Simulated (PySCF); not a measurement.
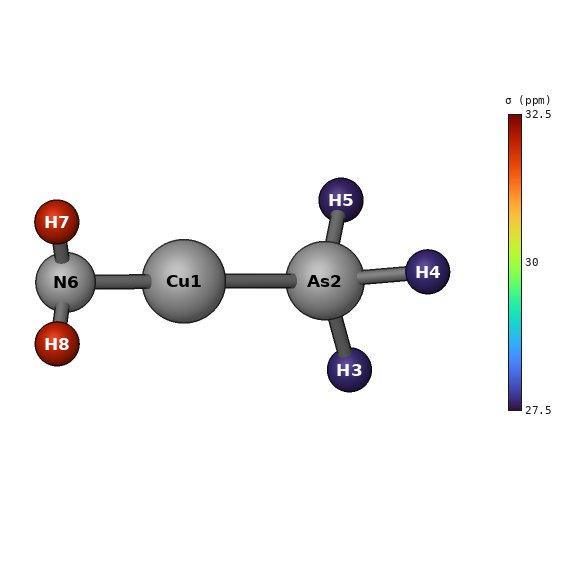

Atoms are coloured by their isotropic NMR shieldings (H only, the others grey). Charge 0, singlet. Computed geometry: PBE0-D3(BJ)/def2-SVP optimisation. No frequency run is at hand to confirm it as a minimum. Level of theory: GIAO PBE0/pcSseg-1 (pcSseg-2 on Cu) NMR shielding, non-relativistic, gas phase (PySCF 2.14.0).

Question: Which H atom is the most shielded (lowest chemical shift)?

Answer: H7, H8 (32.03 to 32.04 ppm).

Question: Which H atom is the least shielded (highest chemical shift)?

Answer: H3, H5 (27.63 to 27.66 ppm).

Question: How wide is the range of H shifts?

Answer: 4.41 ppm.

List the isotropic NMR shieldings of the H atoms.

```csv
atom,σ (ppm)
H3,27.66
H4,27.67
H5,27.63
H7,32.04
H8,32.03
```
